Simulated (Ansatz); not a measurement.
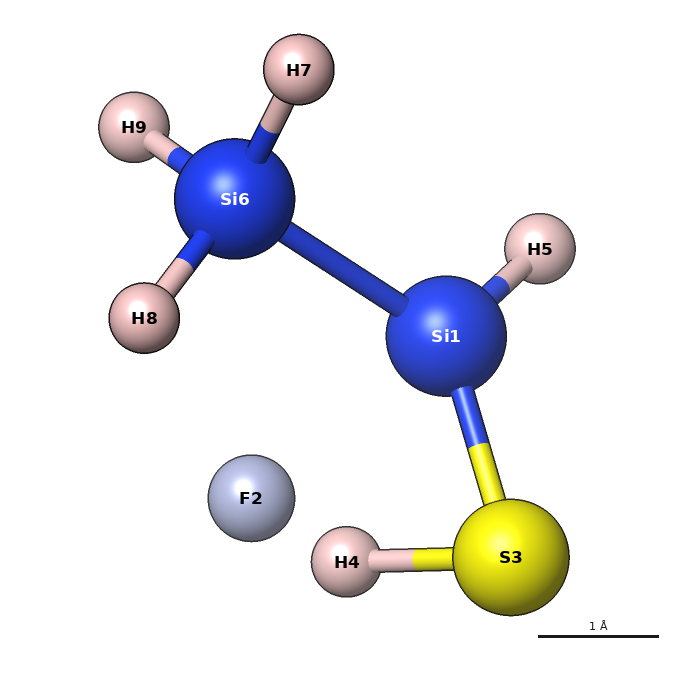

Figure made from data computed with Ansatz.

Geometry: start.

Which hydrogen bonds does the structure hold? Count O, N, F, S and Cl donors.

```csv
D–H···A,D–H (Å),H···A (Å),angle (°),kind
S3–H4···F2,1.65,1.19,151,intermolecular
```
